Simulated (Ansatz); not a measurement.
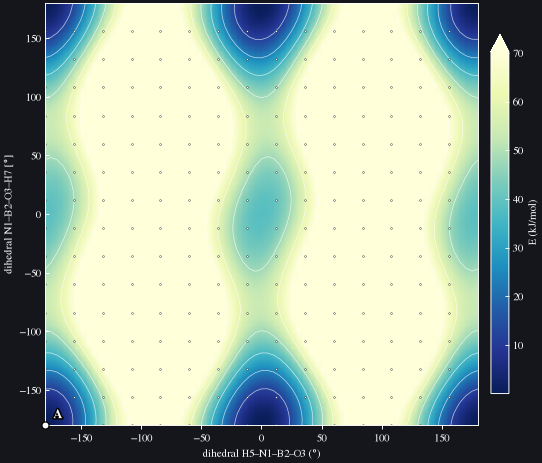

BH3NOS, SMILES NB(O)[S-], charge −1. 
- The first coordinate is: dihedral H5–N1–B2–O3; the second: dihedral N1–B2–O3–H7.
- Nothing is relaxed (all other coordinates rigid).
- Grid: 15 × 15 points.
- Points are written as (first, second).
- Energies are in kJ/mol, from the relaxed molecule at the same level.
- All numbers below come from RHF/def2-SVPD in Ansatz.

Drawn: a smooth colour map with a few white contour lines, dots at the grid points, one colour for all values above the top of the scale, the well A. Between grid points the surface is interpolated.

Where is the minimum, and how stiff is the well along each coordinate? Take the well at A.

Answer. The interpolated minimum is at dihedral H5–N1–B2–O3 ≈ −180°, dihedral N1–B2–O3–H7 ≈ −180°. The curvatures there are about 1.6 eV/rad² and 0.95 eV/rad², with a cross term of about −0.17 eV/rad². Round the minimum the two coordinates are weakly coupled (coupling −0.14 in units of the two stiffnesses). (1 eV is 96.5 kJ/mol.)
